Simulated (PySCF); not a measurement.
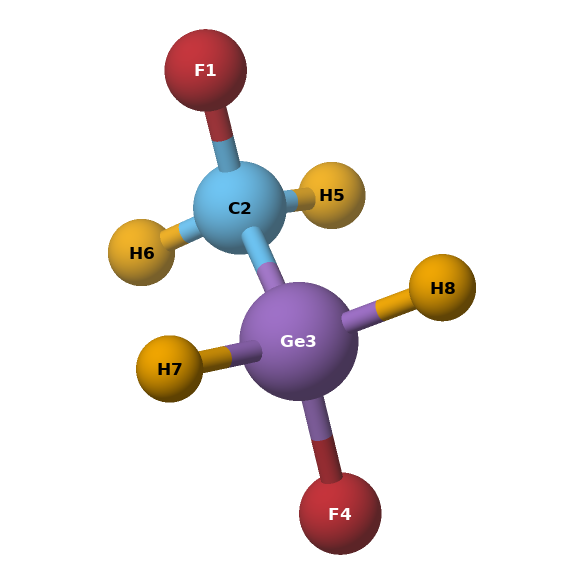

Computed geometry: PBE0-D3(BJ)/def2-SVP optimisation. No frequency run is at hand to confirm it as a minimum. Properties computed with B3LYP/pcJ-1 (pcSseg-1 on Ge) indirect spin-spin coupling, non-relativistic, gas phase (PySCF 2.14.0). Isotopes: 13C, 19F, 1H.

Give the spin–spin coupling constants of these pairs, with the number of bonds between them: C2/H6, F1/H6, C2/H8, C2/H7, F4/H8, H5/H6, H7/H8, F1/H7, F1/F4, F4/H6, H5/H7, H5/H8, H6/H7.

| pair | bonds apart | J (Hz) |
| --- | --- | --- |
| C2, H6 | 1 | 157.8 |
| F1, H6 | 2 | 54.8 |
| C2, H8 | 2 | 13.4 |
| C2, H7 | 2 | 13.4 |
| F4, H8 | 2 | 33.9 |
| H5, H6 | 2 | −11.5 |
| H7, H8 | 2 | 35.1 |
| F1, H7 | 3 | −1.1 |
| F1, F4 | 3 | −14.2 |
| F4, H6 | 3 | −2.6 |
| H5, H7 | 3 | 7.4 |
| H5, H8 | 3 | −0.9 |
| H6, H7 | 3 | −0.9 |

Density functionals are unreliable for couplings to fluorine, so those rows may be far off.
